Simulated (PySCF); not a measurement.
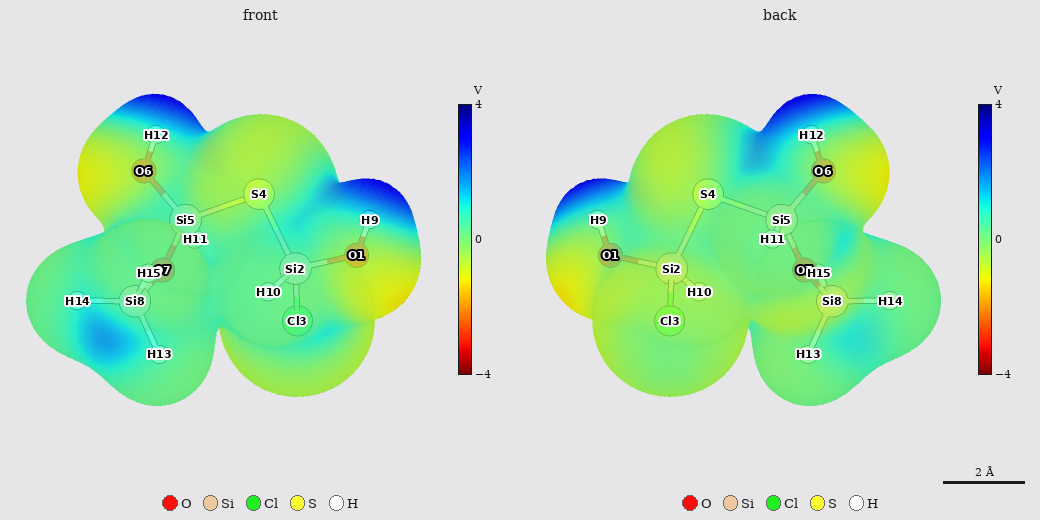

The picture shows: ClH₇O₃SSi₃. The electrostatic potential painted on the density surface at 0.002 e/bohr³, seen from the front and from behind; red is negative and blue positive.

Geometry: GFN2-xTB.

These are results of wB97X-D/6-31G*, SCF density, gas phase, non-relativistic (PySCF 2.14.0), not measurements.

```xyz
15

O     2.9369   -1.6028    1.4155
Si    1.4972   -1.2255    0.7837
Cl    0.8989   -2.7834   -0.3197
S     1.7772    0.5536   -0.3723
Si   -0.0677    0.6710   -1.4659
O    -0.2716    2.2056   -1.9184
O    -1.2713    0.2202   -0.5092
Si   -2.3377    0.3452    0.7134
H     3.6826   -1.0088    1.3760
H     0.5548   -0.9844    1.8580
H    -0.0703   -0.2560   -2.5746
H     0.4707    2.7866   -2.0618
H    -2.5560   -1.0462    1.1010
H    -3.5189    1.0024    0.1640
H    -1.7295    1.1303    1.7884
```

> Which sites attract a positive test charge, and which a negative one?

A positive charge is drawn to the negative regions and a negative charge to the positive ones. The most negative region (about −1.2 V) lies over O1, the most positive (about +3.1 V) over H9 and H12. O1 is the likeliest acceptor of a hydrogen bond.

> What dipole moment does the calculation give?

Its dipole moment is 2.22 D.
